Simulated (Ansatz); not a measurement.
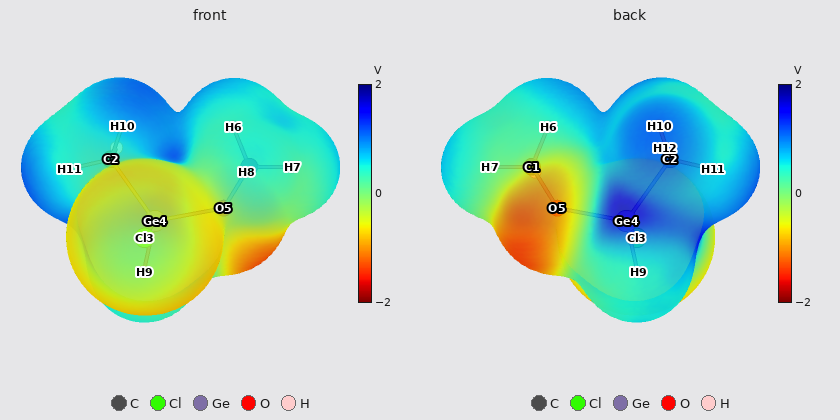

Figure 1: C2H7ClGeO. The molecular electrostatic potential painted on the density surface at 0.002 e/bohr³, seen from the front and from behind; the colour scale runs from red (negative) to blue (positive).

Geometry: PBE-D3(BJ)/def2-SVP.

Level of theory: isolated molecule in a Gaussian basis; Kohn-Sham density functional theory, functional PBE0 (Ansatz).

Input

```
crystal:
  periodic: [false, false, false]
  atoms:
    - symbol: C
      position_ang: [-1.226816, -0.567945, -1.222056]
    - symbol: C
      position_ang: [0.466112, -0.409815, 1.943559]
    - symbol: Cl
      position_ang: [1.901391, -2.232945, -0.454947]
    - symbol: Ge
      position_ang: [0.115824, -1.945058, 0.787663]
    - symbol: O
      position_ang: [-1.270516, -1.651796, -0.310743]
    - symbol: H
      position_ang: [-1.200916, 0.424629, -0.711644]
    - symbol: H
      position_ang: [-2.146009, -0.603305, -1.842780]
    - symbol: H
      position_ang: [-0.347154, -0.626018, -1.903333]
    - symbol: H
      position_ang: [-0.231764, -3.278207, 1.484281]
    - symbol: H
      position_ang: [0.725903, 0.471657, 1.327152]
    - symbol: H
      position_ang: [1.315440, -0.636991, 2.616058]
    - symbol: H
      position_ang: [-0.433255, -0.184671, 2.549408]
basis:
  gaussian: {orbitals: def2-SVPD}
total_charge: 0
hamiltonian: {xc: pbe0}
output: {forces: true, orbitals: {seedname: orbitals}}
```

Command:

```sh
ansatz run input.yaml --threads 2 --pin off --max-ram 4350MiB --events-out events.jsonl --progress --plain --runs-dir runs
```

> Which sites attract a positive test charge, and which a negative one?

A positive charge is drawn to the negative regions and a negative charge to the positive ones. The most negative region (about −1.4 V, or −32 kcal/mol for a unit charge) lies over O5, the most positive (about +1.5 V, or +35 kcal/mol for a unit charge) over Ge4. O5 is the likeliest acceptor of a hydrogen bond.

> How polar is the molecule by this calculation?

Its dipole moment is 2.47 D.
